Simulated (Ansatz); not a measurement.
**BBr2F (dibromofluoroborane) at wB97X/cc-pVDZ**

Aim: the electronic atomisation energy of BBr2F (dibromofluoroborane) at wB97X/cc-pVDZ, from 4 runs. 

The calculation is run with Ansatz 0.2.0.

49 further runs of the same task are left out: 49 set aside as unsound or not needed.

## (1) The system as given

The species is BBr2F (4 atoms), meant as a singlet with charge 0. As SMILES, `FB(Br)Br`. The shape is that of a PBE0-D4/def2-TZVP optimisation.

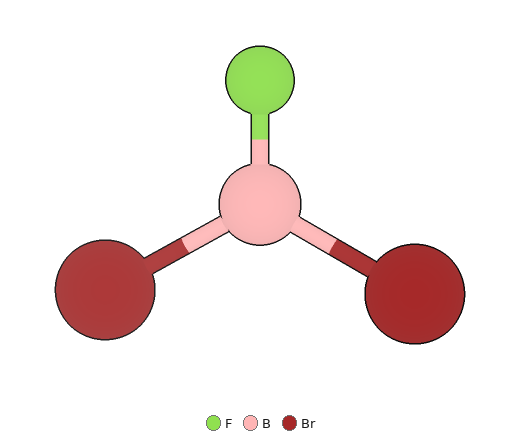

The structure, seen from a chosen angle (fluorine green, boron pink, bromine red).

## (2) A single-point energy at wB97X/cc-pVDZ

in.yaml reads:

```yaml
basis:
  gaussian: {orbitals: cc-pVDZ}
crystal:
  periodic: [false, false, false]
  atoms:
    - {symbol: F, position_ang: [1.316550, 0.465960, 0.364370]}
    - {symbol: B, position_ang: [0.123960, 0.043770, 0.034160]}
    - {symbol: Br, position_ang: [-0.483040, -1.629420, 0.701450]}
    - {symbol: Br, position_ang: [-0.957470, 1.119690, -1.099980]}
hamiltonian: {xc: {name: wB97X}}
accuracy: high
output: {orbitals: {seedname: orbitals}}
```

Run with:

```bash
$ ansatz run in.yaml --threads 1 --pin off --max-ram 3480MiB --events-out events.jsonl --progress --plain --runs-dir runs
```

The log of the run:

```text
Warning: RAYON_NUM_THREADS=1 ignored (pool sized by the plan → 1); use --threads N
Functional definition: wB97X
  name "wB97X"
  parameter omega = 0.3/bohr
  parameter cx = 0.157706
  parameter cx1 = 0.726479
  parameter cx2 = 1.04760
  parameter cx3 = -5.70635
  parameter cx4 = 13.2794
  parameter css1 = -4.33879
  parameter css2 = 18.2308
  parameter css3 = -31.7430
  parameter css4 = 17.2901
  parameter cos1 = 2.37031
  parameter cos2 = -11.3995
  parameter cos3 = 6.58405
  parameter cos4 = -3.78132
  exchange = spin_sum(e_x_unif_sr(omega)*poly(b97_u_x, 1 - cx, cx1, cx2, cx3, cx4)) + cx*exact_x_sr(omega)
      + exact_x_lr(omega)
  correlation = spin_sum(e_c_pw_same_spin*poly(b97_u_same, 1, css1, css2, css3, css4))
      + integral(e_c_pw_opposite_spin*poly(b97_u_opposite, 1, cos1, cos2, cos3, cos4))
1658 factors; integrals over basis functions are off by at most 4.6e-9 eV
292 factors; integrals over basis functions are off by at most 1.5e-9 eV
mean field evaluation 1: about -143486.9813 eV, gradient 2.8e1 eV
mean field evaluation 2: about -143487.0720 eV, gradient 3.2e1 eV
mean field evaluation 4: about -143488.5917 eV, gradient 1.1e0 eV
mean field evaluation 8: about -143488.6580 eV, gradient 3.7e-2 eV
mean field evaluation 16: about -143488.6580 eV, gradient 1.7e-5 eV
mean field -143488.65798837 eV, -5273.1109209668 hartree, gradient 1.9e-8 eV, S^2 0.000000; 0 other end points of the search recorded, 0 dependent functions left out
reference -143488.65798625 eV, -5273.1109208889 hartree; 42, 42 occupied and 40, 40 virtual orbitals, 1658 factors
Total energy: -143488.65798625 eV, -5273.1109208889 hartree
```

Run time: 14 s. Hardware: 1 thread of AMD EPYC 9R45 (Zen 5), shared host; peak memory 0.51 GiB.

## (3) The B atom

molecule.yaml reads:

```yaml
crystal:
  periodic: [false, false, false]
  atoms:
    - symbol: B
      position_ang: [0.000000, 0.000000, 0.000000]
basis:
  gaussian:
    orbitals: cc-pVDZ
hamiltonian:
  xc: {name: wB97X}
magnetization:
  spin_polarized: true
  initial_magnetization: 1
accuracy: high
```

Run the same way, it converges to -24.64938 Eh (log not shown).

## (4) The Br atom at the same level

in.yaml reads:

```yaml
basis:
  gaussian: {orbitals: cc-pVDZ}
crystal:
  periodic: [false, false, false]
  atoms:
    - {symbol: Br, position_ang: [0.000000, 0.000000, 0.000000]}
magnetization: {spin_polarized: true, initial_magnetization: 1}
hamiltonian: {xc: {name: wB97X}}
accuracy: high
```

Run the same way, it converges to -2574.11250 Eh (log not shown).

## (5) The F atom at the same level

run.yaml reads:

```yaml
crystal:
  periodic: [false, false, false]
  atoms:
    - {symbol: F, position_ang: [0.000000, 0.000000, 0.000000]}
basis:
  gaussian: {orbitals: cc-pVDZ}
total_charge: 0
magnetization: {spin_polarized: true, initial_magnetization: 1}
hamiltonian: {xc: {name: wB97X}}
accuracy: high
```

Run the same way, it converges to -99.70543 Eh (log not shown).

## (6) What came out

At wB97X/cc-pVDZ:

| quantity | value |
| --- | --- |
| molecule: total energy | -5273.11092 Eh |
| molecule: HOMO energy | -10.85 eV |
| molecule: LUMO energy | 1.17 eV |
| molecule: HOMO–LUMO gap | 12.02 eV |
| B atom: total energy | -24.64938 Eh |
| B atom: ⟨S²⟩ | 0.753 |
| Br atom: total energy | -2574.11250 Eh |
| Br atom: ⟨S²⟩ | 0.752 |
| F atom: total energy | -99.70543 Eh |
| F atom: ⟨S²⟩ | 0.751 |
| electronic atomisation energy | 14.452 eV |

In words: Taking the molecule apart into free atoms costs 14.45 eV (1394 kJ/mol), before zero-point energy and without spin-orbit coupling.
